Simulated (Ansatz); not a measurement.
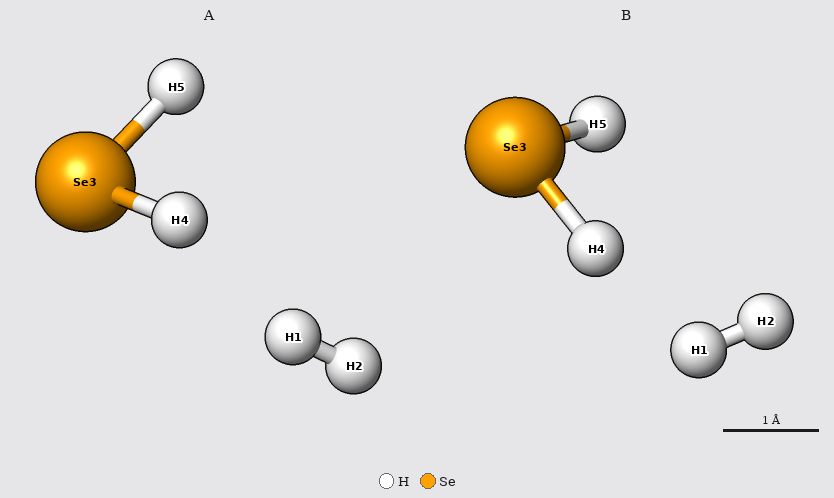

Two geometries of H4Se (coarse preliminary run), drawn at one scale. One is the start of a relaxation, the other its converged end. Style: ball-and-stick. Shown from a free direction.

All numbers below come from RKS PBE-D4/def2-SVP in Ansatz. Set-up: force threshold 0.03 eV/Å; at most 250 steps.

**Which geometry has the lower energy?**

Structure A is the relaxed one. The energy falls by 0.082 eV in 14 accepted moves (17 points after the start). The largest force component goes from 1.4 to 0.002 eV/Å. The line search rejected the trial steps at points 4, 6, 13 of the run. The forces were under the threshold at step 2, but the run went on from there. The atom that moves furthest after the best rigid fit is H2 (0.52 Å). By element the largest moves are H 0.52 Å, Se 0.48 Å. Among the contacts that change: Se3–H4 1.437 → 1.484 Å, H1–H2 0.781 → 0.771 Å. Cost: 8.5 s on 2 threads of Arm Neoverse V1, with other jobs on the host.

Limits of the set-up: the start holds two separate molecules, 2.7 Å apart at their closest, whose relative position is a soft coordinate.
